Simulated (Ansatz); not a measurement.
# Single-point calculation, with input and output: C$_{2}$H$_{7}$Al$_{2}$Cl

- system: C$_{2}$H$_{7}$Al$_{2}$Cl
- method: RKS r2SCAN-D4/def2-TZVPP (Ansatz 0.2.0)

The geometry comes from this level: PBE0-D4/def2-TZVP. Figures and captions count atoms from 1; the log counts them from 0 in places.

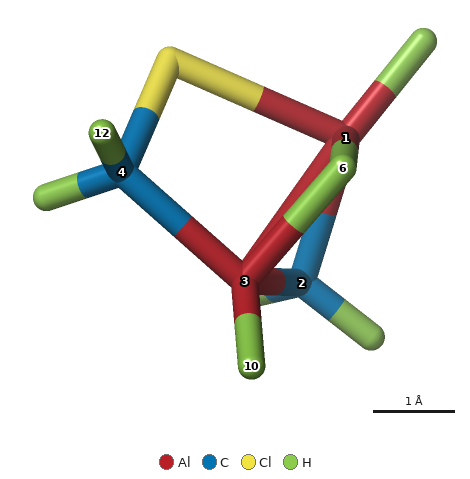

Figure 1. The structure (stick view, seen at a tilt; atoms are numbered from 1 in the order of the input). Sticks mark near contacts.

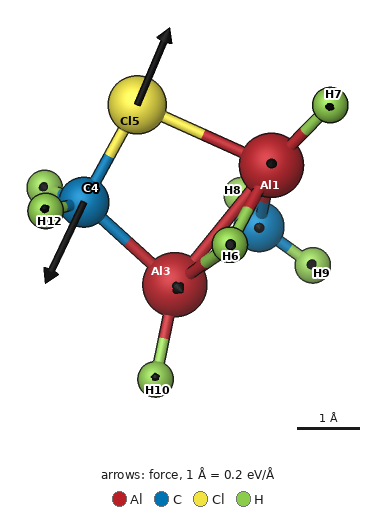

Figure 2. Forces on the atoms as black arrows (ball-and-stick view, seen at a tilt; atoms are numbered from 1 in the order of the input). The largest act on C4 (0.30 eV/Å); Cl5 (0.28 eV/Å). The geometry is not a stationary point of this energy.

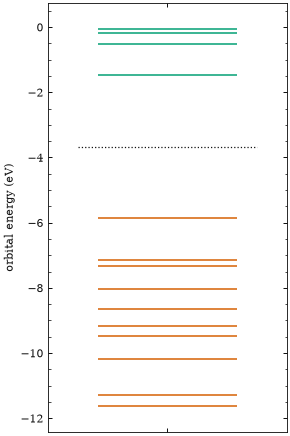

Figure 3. Orbital energies near the frontier; the dotted line parts filled from empty levels, and levels within 0.02 eV of each other stand side by side. Highest filled −5.86 eV, lowest empty −1.48 eV, 4.38 eV apart.

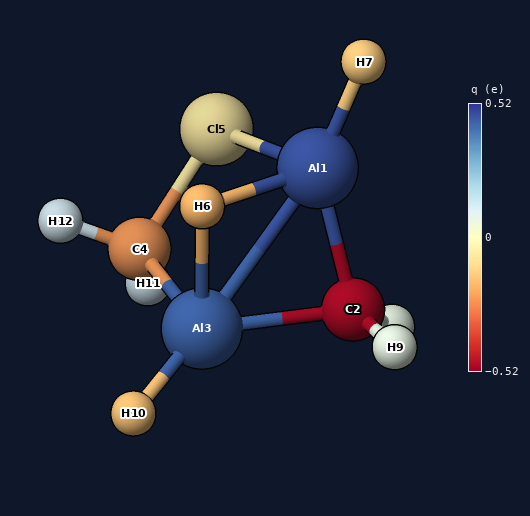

Figure 4. Mulliken charges, as the colour of each atom (ball-and-stick view, seen at a tilt; atoms are numbered from 1 in the order of the input). By element: Al +0.44 to +0.47, C −0.49 to −0.23, Cl −0.06 and H −0.18 to +0.11 e.

The input and output of the run follow.

## Input
```yaml
crystal:
  periodic: [false, false, false]
  atoms:
    - {symbol: Al, position_ang: [-1.024928, 0.923466, -0.835238]}
    - {symbol: C, position_ang: [-1.322215, -0.883418, -0.216218]}
    - {symbol: Al, position_ang: [0.646211, -0.951085, -0.284378]}
    - {symbol: C, position_ang: [1.297407, 0.307020, 1.164130]}
    - {symbol: Cl, position_ang: [0.159066, 1.750732, 1.082193]}
    - {symbol: H, position_ang: [0.529811, 0.501866, -1.471080]}
    - {symbol: H, position_ang: [-1.727176, 2.170465, -1.500898]}
    - {symbol: H, position_ang: [-1.836315, -1.055052, 0.729840]}
    - {symbol: H, position_ang: [-1.782999, -1.503464, -0.993388]}
    - {symbol: H, position_ang: [1.654525, -2.027065, -0.869365]}
    - {symbol: H, position_ang: [1.200336, -0.041235, 2.193361]}
    - {symbol: H, position_ang: [2.283376, 0.752670, 1.034841]}
basis:
  gaussian: {orbitals: def2-TZVPP}
hamiltonian: {xc: r2scan, dispersion: d4}
output: {forces: true, orbitals: {seedname: orbitals}}
```

Command:
```bash
ansatz run in.yaml --threads 4 --pin off --events-out ev --progress --plain --max-ram 10444MiB
```

## Log
```
Functional definition: r2SCAN
  name "r2SCAN"
  cite "Furness, Kaplan, Ning, Perdew & Sun, J. Phys. Chem. Lett. 11, 8208 (2020) doi:10.1021/acs.jpclett.0c02405"
  cite "Furness, Kaplan, Ning, Perdew & Sun, J. Phys. Chem. Lett. 11, 9248 (2020) doi:10.1021/acs.jpclett.0c03077"
  parent r2scan
  parameter k0 = 0.174
  parameter k1 = 0.065
  parameter a1 = 4.9479
  exchange = r2scan_x(k0 = k0, k1 = k1, a1 = a1)
  correlation = r2scan_c
1605 factors; their error is unknown
mean field evaluation 1: about -27886.8042 eV, gradient 8.3e1 eV
mean field evaluation 2: about -27850.4094 eV, gradient 1.3e2 eV
mean field evaluation 4: about -27902.8491 eV, gradient 7.6e0 eV
mean field evaluation 8: about -27903.0093 eV, gradient 3.2e-1 eV
mean field evaluation 16: about -27902.9820 eV, gradient 6.4e-3 eV
mean field -27902.98197920 eV, -1025.4156744151 hartree, gradient 3.8e-5 eV, S^2 0.000000; 0 other end points of the search recorded, 0 dependent functions left out
the calculation of the forces begins
reference -27902.98199465 eV, -1025.4156749829 hartree; 31, 31 occupied and 255, 255 virtual orbitals, 1605 factors
Total energy: -27903.05996303 eV, -1025.4185402680 hartree
Atom 0 at    -1.024928     0.923466    -0.835238 Å, force     0.007769     0.029662    -0.010577 eV/Å
Atom 1 at    -1.322215    -0.883418    -0.216218 Å, force     0.018225     0.011008    -0.021639 eV/Å
Atom 2 at     0.646211    -0.951085    -0.284378 Å, force     0.009756    -0.000501    -0.050529 eV/Å
Atom 3 at     1.297407     0.307020     1.164130 Å, force     0.176067    -0.246420     0.002844 eV/Å
Atom 4 at     0.159066     1.750732     1.082193 Å, force    -0.160457     0.230055     0.010079 eV/Å
Atom 5 at     0.529811     0.501866    -1.471080 Å, force    -0.022540    -0.020323     0.013691 eV/Å
Atom 6 at    -1.727176     2.170465    -1.500898 Å, force     0.004289    -0.023890     0.003406 eV/Å
Atom 7 at    -1.836315    -1.055052     0.729840 Å, force    -0.011093    -0.009682    -0.015669 eV/Å
Atom 8 at    -1.782999    -1.503464    -0.993388 Å, force    -0.011744    -0.010476     0.025768 eV/Å
Atom 9 at     1.654525    -2.027065    -0.869365 Å, force    -0.013606     0.011264     0.017626 eV/Å
Atom 10 at     1.200336    -0.041235     2.193361 Å, force     0.015753     0.022370     0.000552 eV/Å
Atom 11 at     2.283376     0.752670     1.034841 Å, force    -0.012418     0.006933     0.024447 eV/Å
Dipole moment:     0.114505     0.144116     0.311852 e Å
```

## Key numbers

- outcome: converged
- total energy: −27903.0600 eV
- mean-field energy: −27902.9820 eV
- dispersion energy: −0.0780 eV
- SCF solution under orbital rotations: stable
- HOMO: −5.86 eV
- LUMO: −1.48 eV
- largest force (length of the vector): 0.303 eV/Å
- dipole moment: 1.74 D
- hardware: 4 threads of Arm Neoverse V2, 23 GiB of memory available, shared host
- wall time: 6.5 s (CPU time 22 s)
- peak memory: 0.49 GiB
